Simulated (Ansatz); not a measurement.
# GaPNH (triplet): correlated methods under varied settings at distance Ga1–N2 = 3.928 Å

What do other methods and options give for GaPNH (triplet) at this geometry, and how long do they take?

Computed with Ansatz 0.2.0, Gaussian basis. Level: the settings change from run to run.

31 further runs of the same task are left out: 6 for a known fault of the program, 1 for a mislabelled method, 21 that didn't finish, 3 set aside as unsound or not needed.

## 1. What is computed

The geometry derives from a PBE0/def2-TZVP stationary point (not a proven minimum). One bond is set to the value named and the two fragments are kept rigid. No spin-orbit coupling is included. The filled d shell of Ga may be among the frozen orbitals whatever the setting's name suggests; the logs give the count.

4 atoms, charge 0, spin multiplicity 3.

Atoms are counted from 1 here; the program's logs count them from 0.

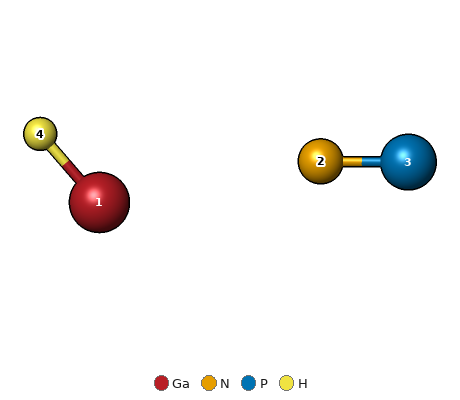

The geometry (gallium red, nitrogen amber, phosphorus blue, hydrogen yellow); atoms are numbered from 1 in the order of the file.

## 2. MP2 on ROHF/cc-pVDZ

Input file in.yaml:

```yaml
crystal:
  periodic: [false, false, false]
  atoms:
    - {symbol: Ga, position_ang: [0.000029, -0.489436, 2.101550]}
    - {symbol: N, position_ang: [-0.000075, -0.081184, -1.805177]}
    - {symbol: P, position_ang: [-0.000018, -0.216671, -3.328919]}
    - {symbol: H, position_ang: [0.000065, 0.787291, 3.032546]}
basis:
  gaussian: {orbitals: cc-pVDZ}
magnetization: {spin_polarized: false, initial_magnetization: 2}
correlation: {method: mp2, electrons: valence}
output: {forces: true}
```

Command:

```
$ ansatz run in.yaml --threads 1 --pin off --events-out ev --progress --plain --max-ram 2393MiB
```

Log, cut to the lines that bear on the results:

```text
Functional definition: HF
  name "HF"
  cite "Fock, Z. Phys. 61, 126 (1930) doi:10.1007/BF01340294"
  parent pbe
[...]
696 factors; integrals over basis functions are off by at most 9.8e-4 eV
[...]
mean field -63099.22326290 eV, -2318.8536847220 hartree, gradient 2.3e-6 eV, S^2 2.000000; 7 other end points of the search recorded, 0 dependent functions left out
[...]
unrestricted determinant -63099.81679237 eV, -2318.8754965277 hartree, S^2 2.9001
15 core orbitals not correlated: weight in the atoms' cores, before any rotation towards them, 1.000 or more for the frozen orbitals, at most 0.000 for the correlated occupied ones
reference -63099.22326290 eV, -2318.8536847220 hartree; 13, 11 occupied and 36, 38 virtual orbitals, 696 factors
second order -9.56528087 eV of doubles, -0.04043739 eV of singles
[...]
Total energy: -63108.82898117 eV, -2319.2066883573 hartree
Atom 0 at     0.000029    -0.489436     2.101550 Å, force    -0.000004     0.003830    -0.114357 eV/Å
Atom 1 at    -0.000075    -0.081184    -1.805177 Å, force    -0.000024     0.068853     0.993830 eV/Å
Atom 2 at    -0.000018    -0.216671    -3.328919 Å, force     0.000029    -0.073119    -0.842266 eV/Å
Atom 3 at     0.000065     0.787291     3.032546 Å, force    -0.000001     0.000437    -0.037207 eV/Å
Dipole moment:     0.000013    -0.099132    -0.636536 e Å
```

Run time: 6.5 s. Hardware: 1 thread of Arm Neoverse V2, shared host.

## 3. MP2 on UHF/cc-pVDZ

in.yaml: that of step 2 with these lines changed.

```diff
@@ -9,4 +9,4 @@
   gaussian: {orbitals: cc-pVDZ}
-magnetization: {spin_polarized: false, initial_magnetization: 2}
+magnetization: {spin_polarized: true, initial_magnetization: 2}
 correlation: {method: mp2, electrons: valence}
-output: {forces: true}
+scf: {lower_state_search: off}
```

Launched as before.

Log, cut to the lines that bear on the results:

```text
Functional definition: HF
  name "HF"
  cite "Fock, Z. Phys. 61, 126 (1930) doi:10.1007/BF01340294"
  parent pbe
[...]
696 factors; integrals over basis functions are off by at most 9.8e-4 eV
[...]
mean field -63099.81679237 eV, -2318.8754965278 hartree, gradient 1.2e-6 eV, S^2 2.900090; 0 other end points of the search recorded, 0 dependent functions left out
15 core orbitals not correlated: weight in the atoms' cores, before any rotation towards them, 1.000 or more for the frozen orbitals, at most 0.000 for the correlated occupied ones
reference -63099.81679237 eV, -2318.8754965278 hartree; 13, 11 occupied and 36, 38 virtual orbitals, 696 factors
second order -7.33704357 eV of doubles, -0.00000000 eV of singles
Total energy: -63107.15383595 eV, -2319.1451279058 hartree
Checks for a lower state left out: stability, starts, cluster_reference, orbital_swaps, neighbouring_geometries, increment
```

Wall time 0.96 s (1 thread of Arm Neoverse V2, shared host).

From the report: ⟨S²⟩ of the determinant 2.900 (pure triplet: 2.00). The determinant is far from a pure spin state, so its energy mixes those of several spin states (harmless only where they are near-degenerate, as at dissociation).

## 4. MP2 on ROHF/6-31G

in.yaml: that of step 3 with these lines changed.

```diff
@@ -8,5 +8,5 @@
 basis:
-  gaussian: {orbitals: cc-pVDZ}
-magnetization: {spin_polarized: true, initial_magnetization: 2}
-correlation: {method: mp2, electrons: valence}
+  gaussian: {orbitals: 6-31G, fitting: {mean_field: def2-universal-jkfit}}
+magnetization: {spin_polarized: false, initial_magnetization: 2}
+correlation: {method: mp2, electrons: outside_noble_gas}
 scf: {lower_state_search: off}
```

The command is unchanged.

Log, cut to the lines that bear on the results:

```text
Functional definition: HF
  name "HF"
  cite "Fock, Z. Phys. 61, 126 (1930) doi:10.1007/BF01340294"
  parent pbe
[...]
489 factors; integrals over basis functions are off by at most 9.2e-2 eV
[...]
mean field -63088.49119588 eV, -2318.4592885335 hartree, gradient 2.1e-6 eV, S^2 2.000000; 0 other end points of the search recorded, 0 dependent functions left out
20 core orbitals not correlated, not the lowest: weight in the atoms' cores, before any rotation towards them, 0.997 or more for the frozen orbitals, at most 0.002 for the correlated occupied ones
reference -63088.49119588 eV, -2318.4592885335 hartree; 8, 6 occupied and 25, 27 virtual orbitals, 489 factors
second order -6.72609818 eV of doubles, -0.01345877 eV of singles
Total energy: -63095.23075283 eV, -2318.7069626831 hartree
Checks for a lower state left out: stability, starts, cluster_reference, orbital_swaps, neighbouring_geometries, increment
```

Run time: 0.33 s. Hardware: 1 thread of Arm Neoverse V2, shared host.

## 5. MRCISD+Q(4,6)/STO-3G

in.yaml: that of step 4 with these lines changed.

```diff
@@ -8,5 +8,4 @@
 basis:
-  gaussian: {orbitals: 6-31G, fitting: {mean_field: def2-universal-jkfit}}
+  gaussian: {orbitals: STO-3G}
 magnetization: {spin_polarized: false, initial_magnetization: 2}
-correlation: {method: mp2, electrons: outside_noble_gas}
-scf: {lower_state_search: off}
+correlation: {method: fic_mrcisd_q, electrons: outside_noble_gas, active_space: {window: {electrons: 4, orbitals: 6}}}
```

The command is unchanged.

Log, cut to the lines that bear on the results:

```text
Functional definition: HF
  name "HF"
  cite "Fock, Z. Phys. 61, 126 (1930) doi:10.1007/BF01340294"
  parent pbe
[...]
343 factors; integrals over basis functions are off by at most 5.1e-5 eV
[...]
mean field -62371.35222773 eV, -2292.1049175480 hartree, gradient 3.0e-6 eV, S^2 2.000000; 11 other end points of the search recorded, 0 dependent functions left out
reference -62371.35222773 eV, -2292.1049175480 hartree; 28, 26 occupied and 5, 7 virtual orbitals, 343 factors
state -62372.77571668 eV, -2292.1572298022 hartree
contracted CI cycle   1: correlation 0.00000000 eV, 0.0000000000 hartree, residual 1.25e1 eV
contracted CI cycle   2: correlation -3.42996604 eV, -0.1260489269 hartree, residual 3.74e0 eV
contracted CI cycle   3: correlation -3.83822560 eV, -0.1410521891 hartree, residual 1.20e0 eV
[...]
contracted CI cycle   4: correlation -4.75315651 eV, -0.1746752798 hartree, residual 7.49e-1 eV
contracted CI cycle   5: correlation -4.77398619 eV, -0.1754407567 hartree, residual 3.74e-1 eV
contracted CI cycle   6: correlation -4.77816307 eV, -0.1755942539 hartree, residual 1.48e-1 eV
contracted CI cycle   7: correlation -4.77867290 eV, -0.1756129898 hartree, residual 3.95e-2 eV
contracted CI cycle   8: correlation -4.77871746 eV, -0.1756146275 hartree, residual 1.38e-2 eV
contracted CI cycle   9: correlation -4.77872377 eV, -0.1756148595 hartree, residual 6.37e-3 eV
contracted CI cycle  10: correlation -4.77872496 eV, -0.1756149033 hartree, residual 2.63e-3 eV
contracted CI cycle  11: correlation -4.77872519 eV, -0.1756149116 hartree, residual 9.61e-4 eV
state -62371.74648202 eV, -2292.1194061259 hartree; corrected -62377.14753729 eV, -2292.3178912463 hartree
state -62372.77571668 eV, -2292.1572298022 hartree; corrected -62377.16508673 eV, -2292.3185361762 hartree
Total energy: -62377.16508673 eV, -2292.3185361762 hartree
```

Run time: 7 s. Hardware: 1 thread of Arm Neoverse V2, shared host.

From the report: 225 determinants; active occupations 1.83, 1.00, 1.00, 0.16, 0.00, 0.00.

## 6. CASCI(10,8)/STO-3G

in.yaml: that of step 5 with these lines changed.

```diff
@@ -8,4 +8,5 @@
 basis:
-  gaussian: {orbitals: STO-3G}
+  gaussian: {orbitals: STO-3G, point_charges: [{charge: 1.00, position_ang: [3.927, 0.955, 0.494]}]}
 magnetization: {spin_polarized: false, initial_magnetization: 2}
-correlation: {method: fic_mrcisd_q, electrons: outside_noble_gas, active_space: {window: {electrons: 4, orbitals: 6}}}
+correlation: {active_space: {window: {electrons: 10, orbitals: 8}, fixed_orbitals: true}}
+accuracy: high
```

The command is unchanged.

Log, cut to the lines that bear on the results:

```text
Functional definition: HF
  name "HF"
  cite "Fock, Z. Phys. 61, 126 (1930) doi:10.1007/BF01340294"
  parent pbe
[...]
451 factors; integrals over basis functions are off by at most 2.4e-8 eV
[...]
mean field -62371.56081904 eV, -2292.1125831372 hartree, gradient 1.4e-9 eV, S^2 2.000000; 12 other end points of the search recorded, 0 dependent functions left out
reference -62371.56081904 eV, -2292.1125831372 hartree; 28, 26 occupied and 5, 7 virtual orbitals, 451 factors
state -62373.14739210 eV, -2292.1708886220 hartree
Total energy: -62373.14739210 eV, -2292.1708886220 hartree
```

Wall time 2.7 s (1 thread of Arm Neoverse V2, shared host).

From the report: 3,136 determinants; active occupations 2.00, 2.00, 1.96, 1.84, 1.00, 1.00, 0.16, 0.04.

## 7. MP2 on UHF/cc-pVDZ

Input file in.yaml:

```yaml
crystal:
  periodic: [false, false, false]
  atoms:
    - {symbol: Ga, position_ang: [0.000029, -0.489436, 2.101550]}
    - {symbol: N, position_ang: [-0.000075, -0.081184, -1.805177]}
    - {symbol: P, position_ang: [-0.000018, -0.216671, -3.328919]}
    - {symbol: H, position_ang: [0.000065, 0.787291, 3.032546]}
basis:
  gaussian: {orbitals: cc-pVDZ}
magnetization: {spin_polarized: true, initial_magnetization: 2}
correlation: {method: mp2, electrons: outside_noble_gas}
scf: {lower_state_search: off}
output: {forces: true}
```

The command is unchanged.

Log, cut to the lines that bear on the results:

```text
Functional definition: HF
  name "HF"
  cite "Fock, Z. Phys. 61, 126 (1930) doi:10.1007/BF01340294"
  parent pbe
[...]
696 factors; integrals over basis functions are off by at most 9.8e-4 eV
[...]
mean field -63099.81679237 eV, -2318.8754965278 hartree, gradient 1.2e-6 eV, S^2 2.900090; 0 other end points of the search recorded, 0 dependent functions left out
20 core orbitals not correlated: weight in the atoms' cores, before any rotation towards them, 0.999 or more for the frozen orbitals, at most 0.001 for the correlated occupied ones
reference -63099.81679237 eV, -2318.8754965278 hartree; 8, 6 occupied and 36, 38 virtual orbitals, 696 factors
second order -6.88864774 eV of doubles, -0.00000000 eV of singles
[...]
Total energy: -63106.70544011 eV, -2319.1286496628 hartree
Atom 0 at     0.000029    -0.489436     2.101550 Å, force    -0.000008    -0.175272    -0.232951 eV/Å
Atom 1 at    -0.000075    -0.081184    -1.805177 Å, force     0.000196    -0.456346    -4.954220 eV/Å
Atom 2 at    -0.000018    -0.216671    -3.328919 Å, force    -0.000192     0.454051     5.097413 eV/Å
Atom 3 at     0.000065     0.787291     3.032546 Å, force     0.000004     0.177567     0.089759 eV/Å
Dipole moment:     0.000020    -0.118833    -0.836204 e Å
Checks for a lower state left out: starts, cluster_reference, orbital_swaps, neighbouring_geometries, increment
```

Run time: 2.4 s. Hardware: 1 thread of Arm Neoverse V2, shared host.

From the report: ⟨S²⟩ of the determinant 2.900 (pure triplet: 2.00). The determinant is far from a pure spin state, so its energy mixes those of several spin states (harmless only where they are near-degenerate, as at dissociation).

## 8. CCSD(T) on ROHF/def2-SVP

Input file in.yaml:

```yaml
crystal:
  periodic: [false, false, false]
  atoms:
    - {symbol: Ga, position_ang: [0.000029, -0.489436, 2.101550]}
    - {symbol: N, position_ang: [-0.000075, -0.081184, -1.805177]}
    - {symbol: P, position_ang: [-0.000018, -0.216671, -3.328919]}
    - {symbol: H, position_ang: [0.000065, 0.787291, 3.032546]}
basis:
  gaussian: {orbitals: def2-SVP}
magnetization: {spin_polarized: false, initial_magnetization: 2}
correlation: {method: ccsd_t, electrons: outside_noble_gas, diis_vectors: 4}
```

The command is unchanged.

Log, cut to the lines that bear on the results:

```text
Functional definition: HF
  name "HF"
  cite "Fock, Z. Phys. 61, 126 (1930) doi:10.1007/BF01340294"
  parent pbe
[...]
674 factors; integrals over basis functions are off by at most 1.2e-3 eV
[...]
mean field -63088.98693762 eV, -2318.4775067062 hartree, gradient 3.6e-6 eV, S^2 2.000000; 11 other end points of the search recorded, 0 dependent functions left out
[...]
determinant -63088.98693762 eV, -2318.4775067062 hartree, with singles and doubles -63098.46195176 eV, -2318.8257070537 hartree
determinant -63088.81324185 eV, -2318.4711235045 hartree, with singles and doubles -63098.30372360 eV, -2318.8198922757 hartree
determinant -63088.05630075 eV, -2318.4433064320 hartree, with singles and doubles -63096.66126400 eV, -2318.7595329989 hartree
determinant -63088.05167232 eV, -2318.4431363405 hartree, with singles and doubles -63096.66122409 eV, -2318.7595315322 hartree
[...]
determinant -63085.73153340 eV, -2318.3578728080 hartree, with singles and doubles -63095.01442908 eV, -2318.6990129320 hartree
determinant -63088.98693762 eV, -2318.4775067062 hartree, with singles and doubles -63098.46012998 eV, -2318.8256401045 hartree
determinant -63088.81324185 eV, -2318.4711235045 hartree, with singles and doubles -63098.30188833 eV, -2318.8198248312 hartree
unrestricted determinant -63089.60371038 eV, -2318.5001726873 hartree, S^2 2.9147
20 core orbitals not correlated: weight in the atoms' cores, before any rotation towards them, 0.999 or more for the frozen orbitals, at most 0.001 for the correlated occupied ones
reference -63088.98693762 eV, -2318.4775067062 hartree; 8, 6 occupied and 41, 43 virtual orbitals, 674 factors
second order -9.11431736 eV of doubles, -0.02723026 eV of singles
cycle   1  -9.47318940 eV  change    3.0e-6 eV  update   2.2e-6
perturbative correction -0.49187256 eV, -0.0180759833 hartree
Total energy: -63098.95199958 eV, -2318.8437159786 hartree
```

Run time: 30 s. Hardware: 1 thread of Arm Neoverse V2, shared host.

From the report: correlation -9.9651 eV; T1 0.025; largest double amplitude 0.14.

## 9. MP2 on UHF/cc-pVDZ

in.yaml: that of step 8 with these lines changed.

```diff
@@ -8,4 +8,5 @@
 basis:
-  gaussian: {orbitals: def2-SVP}
-magnetization: {spin_polarized: false, initial_magnetization: 2}
-correlation: {method: ccsd_t, electrons: outside_noble_gas, diis_vectors: 4}
+  gaussian: {orbitals: cc-pVDZ}
+magnetization: {spin_polarized: true, initial_magnetization: 2}
+correlation: {method: mp2, electrons: outside_noble_gas}
+output: {forces: true}
```

The command is unchanged.

Log, cut to the lines that bear on the results:

```text
Functional definition: HF
  name "HF"
  cite "Fock, Z. Phys. 61, 126 (1930) doi:10.1007/BF01340294"
  parent pbe
[...]
696 factors; integrals over basis functions are off by at most 9.8e-4 eV
[...]
mean field -63099.81698418 eV, -2318.8755035764 hartree, gradient 1.4e-6 eV, S^2 2.899255; 12 other end points of the search recorded, 0 dependent functions left out
20 core orbitals not correlated: weight in the atoms' cores, before any rotation towards them, 0.999 or more for the frozen orbitals, at most 0.001 for the correlated occupied ones
reference -63099.81698418 eV, -2318.8755035764 hartree; 8, 6 occupied and 36, 38 virtual orbitals, 696 factors
second order -6.88961517 eV of doubles, -0.00000000 eV of singles
[...]
Total energy: -63106.70659935 eV, -2319.1286922639 hartree
Atom 0 at     0.000029    -0.489436     2.101550 Å, force    -0.000007    -0.177442    -0.235546 eV/Å
Atom 1 at    -0.000075    -0.081184    -1.805177 Å, force     0.000195    -0.452918    -4.943083 eV/Å
Atom 2 at    -0.000018    -0.216671    -3.328919 Å, force    -0.000191     0.451604     5.090079 eV/Å
Atom 3 at     0.000065     0.787291     3.032546 Å, force     0.000003     0.178756     0.088549 eV/Å
Dipole moment:     0.000020    -0.118666    -0.835924 e Å
```

Run time: 11 s. Hardware: 1 thread of Arm Neoverse V2, shared host.

From the report: ⟨S²⟩ of the determinant 2.899 (pure triplet: 2.00). The determinant is far from a pure spin state, so its energy mixes those of several spin states (harmless only where they are near-degenerate, as at dissociation).

## 10. HF/def2-SVP

in.yaml: that of step 9 with these lines changed.

```diff
@@ -8,5 +8,5 @@
 basis:
-  gaussian: {orbitals: cc-pVDZ}
-magnetization: {spin_polarized: true, initial_magnetization: 2}
-correlation: {method: mp2, electrons: outside_noble_gas}
-output: {forces: true}
+  gaussian: {orbitals: def2-SVP}
+magnetization: {spin_polarized: false, initial_magnetization: 2}
+hamiltonian: {xc: hf}
+output: {forces: true, orbitals: {seedname: orbitals}}
```

Launched as before.

Log, cut to the lines that bear on the results:

```text
Functional definition: HF
  name "HF"
  cite "Fock, Z. Phys. 61, 126 (1930) doi:10.1007/BF01340294"
  parent pbe
[...]
674 factors; integrals over basis functions are off by at most 1.2e-3 eV
[...]
mean field -63088.98693762 eV, -2318.4775067062 hartree, gradient 5.4e-7 eV, S^2 2.000000; 2 other end points of the search recorded, 0 dependent functions left out
[...]
reference -63088.98693762 eV, -2318.4775067062 hartree; 28, 26 occupied and 41, 43 virtual orbitals, 674 factors
Total energy: -63088.98693762 eV, -2318.4775067062 hartree
Atom 0 at     0.000029    -0.489436     2.101550 Å, force    -0.000000     0.047857    -0.015837 eV/Å
Atom 1 at    -0.000075    -0.081184    -1.805177 Å, force     0.000218    -0.502379    -5.602883 eV/Å
Atom 2 at    -0.000018    -0.216671    -3.328919 Å, force    -0.000215     0.507097     5.703650 eV/Å
Atom 3 at     0.000065     0.787291     3.032546 Å, force    -0.000003    -0.052575    -0.084930 eV/Å
Dipole moment:     0.000018    -0.148436    -0.821477 e Å
```

It took 3.1 s on 1 thread of Arm Neoverse V2, shared host.

## 11. The runs in one table

```csv
level,correlated,functions,energy (eV),time
MP2 on ROHF/cc-pVDZ,valence,64,-63108.8290,6.5 s
MP2 on UHF/cc-pVDZ,valence,64,-63107.1538,0.96 s
MP2 on ROHF/6-31G,outside noble gas,53,-63095.2308,0.33 s
"MRCISD+Q(4,6)/STO-3G",outside noble gas,33,-62377.1651,7 s
"CASCI(10,8)/STO-3G (beside a point charge)",,33,-62373.1474,2.7 s
MP2 on UHF/cc-pVDZ,outside noble gas,64,-63106.7054,2.4 s
CCSD(T) on ROHF/def2-SVP,outside noble gas,69,-63098.9520,30 s
MP2 on UHF/cc-pVDZ,outside noble gas,64,-63106.7066,11 s
HF/def2-SVP,,69,-63088.9869,3.1 s
```

## 12. Results

```
quantity                           value
    runs                               9
quickest       MP2 on ROHF/6-31G, 0.33 s
 slowest  CCSD(T) on ROHF/def2-SVP, 30 s
```

In words: Total energies in different bases, with other cores or another treatment of relativity can't be set against each other. CCSD(T) on ROHF/def2-SVP took 89 times as long as MP2 on ROHF/6-31G; the jobs differ in more than the method.
